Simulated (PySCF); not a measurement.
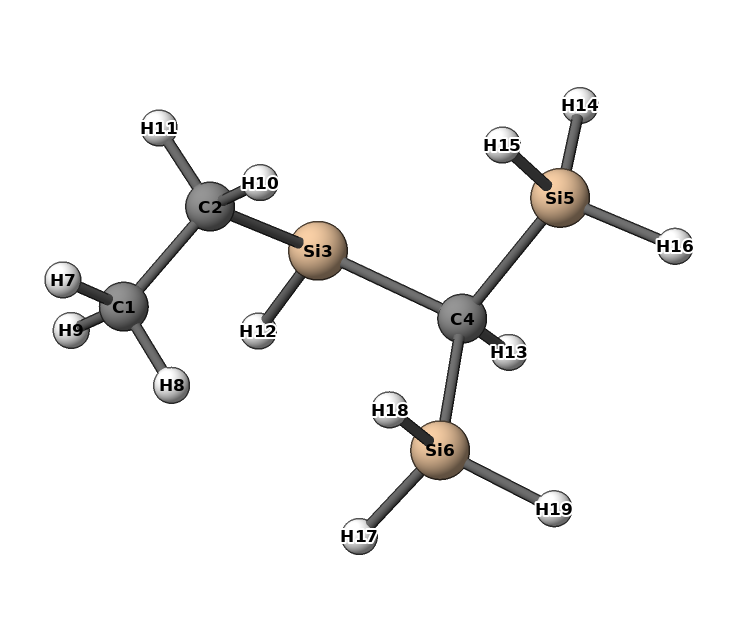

The questions are on Mulliken spin populations. State: neutral, doublet. The computed structure is the end point of a GFN2-xTB optimisation. No frequency run is at hand to confirm it as a minimum. Level of theory: UKS B3LYP, pcH-1 on C H Si, non-relativistic (PySCF 2.14.0).

List the Mulliken spin populations.

| atom | value (e) |
| --- | --- |
| C1 | 0.01 |
| C2 | −0.01 |
| Si3 | 0.95 |
| C4 | 0.00 |
| Si5 | 0.00 |
| Si6 | 0.02 |
| H7 | 0.01 |
| H8 | 0.00 |
| H9 | 0.00 |
| H10 | 0.00 |
| H11 | 0.00 |
| H12 | 0.01 |
| H13 | 0.00 |
| H14 | 0.00 |
| H15 | 0.00 |
| H16 | 0.00 |
| H17 | 0.00 |
| H18 | 0.00 |
| H19 | 0.01 |

Mulliken values depend strongly on the basis set. The geometry is semi-empirical. Around Si such bond lengths and angles can be off by a tenth of an ångström or more and by several degrees, and values that hang on the shape move with them.
